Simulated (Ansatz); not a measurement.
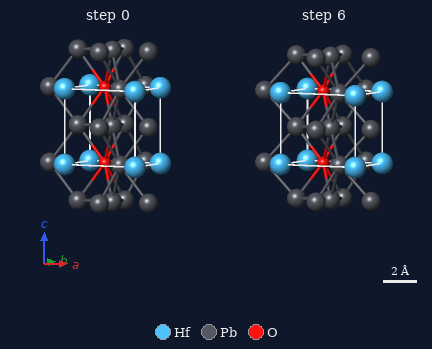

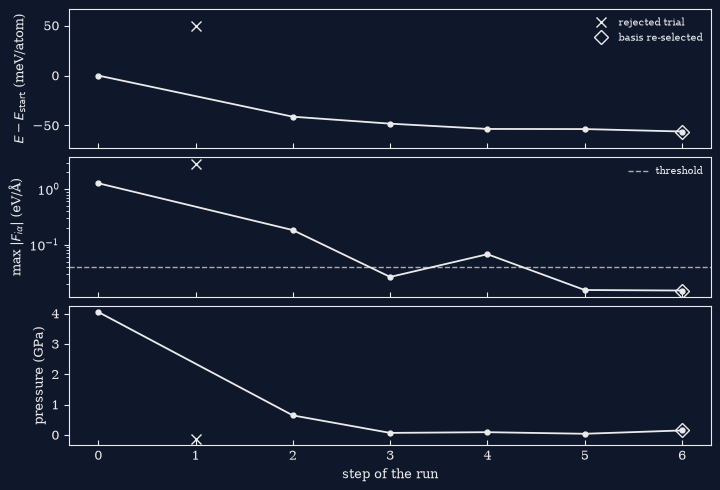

First and last geometry of a relaxation of a crystal of HfPb4O (a generated structure, set up in P-6m2) (coarse preliminary run), with the history of the run. Style: ball-and-stick. Shown: the cell of the calculation, from a free direction.

Method: Ansatz, DFT PBE, scalar-relativistic, plane waves, PAW. (plane-wave cutoff 420 eV; k-point mesh 3 × 3 × 4; occupations gaussian; smearing width 0.1 eV; no spin polarisation; cell and atoms relaxed; force threshold 0.04 eV/Å; at most 70 steps)

### Read the history and describe the run.

It converged. The largest moves relative to the cell, 0.11 Å, are those of Pb atoms. Hf and O stay in place. Cell: a = b 6.178 → 6.547 Å (+6.0 %), c 4.716 → 4.472 Å (−5.2 %). Volume +6.5 %. Some distances before and after: O–Pb 2.928 → 2.828 Å, Pb–Pb 2.986 → 3.032 Å, Pb–Pb 3.005 → 2.999 Å. Among the angles between lasting bonds that change: Pb–Pb–Pb 104.3° → 95.0°, Pb–Pb–Pb 64.2° → 71.6°, Pb–Pb–Pb 144.3° → 140.5°. The space group stays P-6m2 (No. 187). The energy falls by 56.0 meV per atom in 4 accepted moves (6 points after the start). Largest force component: 1.3 eV/Å at the start, 0.015 eV/Å at the end. The pressure goes from 4.05 to 0.15 GPa. The line search rejected the trial step at point 1 of the run. At 1 point the geometry stayed and the basis and grid were re-selected for the new cell (energy shift of 2.4 meV per atom at most each time).
